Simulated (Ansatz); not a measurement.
Consider C2H8FInO (SMILES [CH3][In-]([CH3])([OH2+])[F]).

```yaml
atoms:
  - { symbol: C, position_ang: [-1.8650, 0.7794, -1.0036] }
  - { symbol: In, position_ang: [0.0171, 0.0089, -0.3702] }
  - { symbol: C, position_ang: [1.1751, -1.7766, -0.1892] }
  - { symbol: O, position_ang: [0.2119, 0.9116, 1.8424] }
  - { symbol: F, position_ang: [1.3265, 1.5838, -0.3181] }
  - { symbol: H, position_ang: [-2.3553, 1.2425, -0.1460] }
  - { symbol: H, position_ang: [-1.6943, 1.5438, -1.7625] }
  - { symbol: H, position_ang: [-2.5132, 0.0040, -1.4109] }
  - { symbol: H, position_ang: [2.1953, -1.5050, 0.0829] }
  - { symbol: H, position_ang: [0.7579, -2.4318, 0.5772] }
  - { symbol: H, position_ang: [1.1959, -2.3244, -1.1319] }
  - { symbol: H, position_ang: [0.7322, 0.4331, 2.4935] }
  - { symbol: H, position_ang: [0.8365, 1.4960, 1.3513] }
```

Geometry: PBE0-D4/def2-TZVP; core potentials replace the inner electrons of In.

These are results of RKS PBE0-D4/def2-TZVPP (Ansatz), not measurements.

> What can the converged electron density and electron localisation function tell about the bonding?

C–In (2.13 Å): ρ at the midpoint is about 0.71 e/Å³; the ELF peaks at about 0.90 in the valence shell of C, 0.7 Å from its nucleus, and drops to about 0.20 between the two atoms.
C–H (1.09 Å): ρ at the midpoint is about 2 e/Å³; the ELF climbs to about 1 towards the hydrogen, as it does in any bond to H; an ordinary covalent bond to hydrogen.

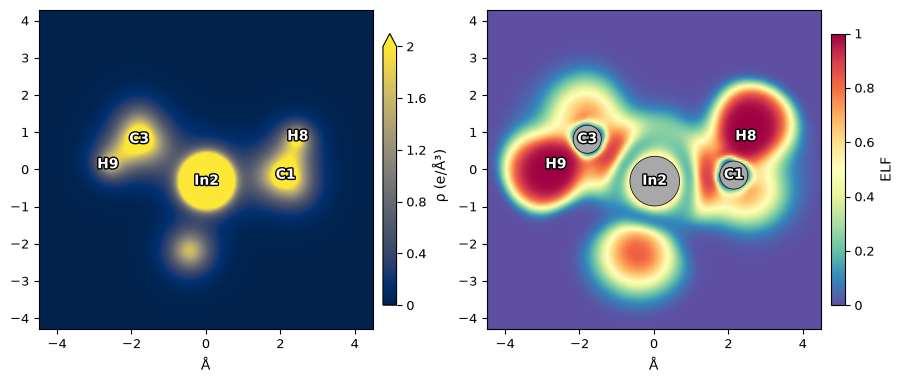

Computed electron density and electron localisation function on the plane of atoms C1, In2 and C3, in this order. Grey discs cover the atomic cores in the ELF map. 
